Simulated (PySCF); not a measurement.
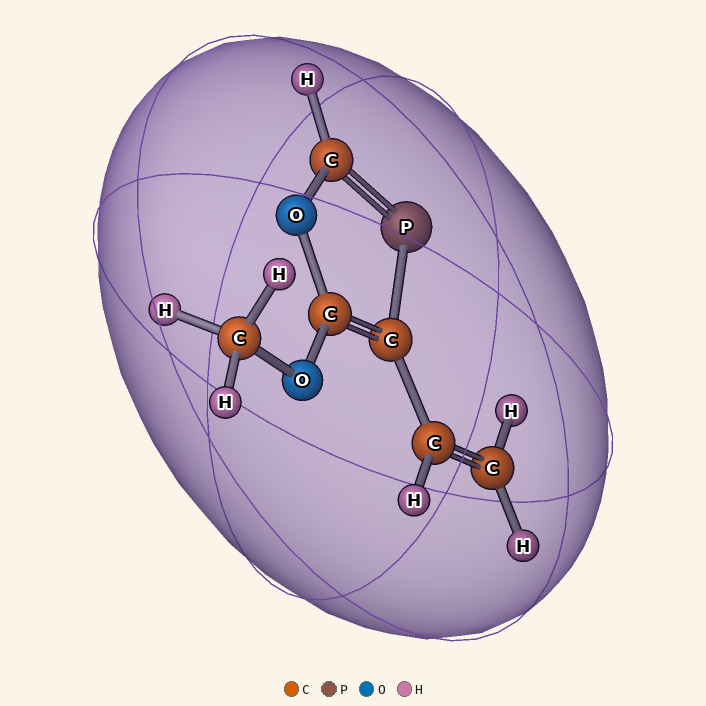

The ellipsoid shows the static dipole polarisability: its half-axes are proportional to the principal values. The computed structure is the end point of a GFN2-xTB optimisation. No frequency run is at hand to confirm it as a minimum. Level of theory: PBE0/def2-SVPD (PySCF 2.14.0).

Give the principal values, the mean and the anisotropy.

Principal values 65.7, 109.8, 140.4 bohr³; mean 105.3 bohr³ (15.61 Å³); anisotropy 65.0 bohr³, so the longest axis is 2.14 times the shortest.

The geometry is semi-empirical. Around P such bond lengths and angles can be off by a tenth of an ångström or more and by several degrees, and values that hang on the shape move with them.
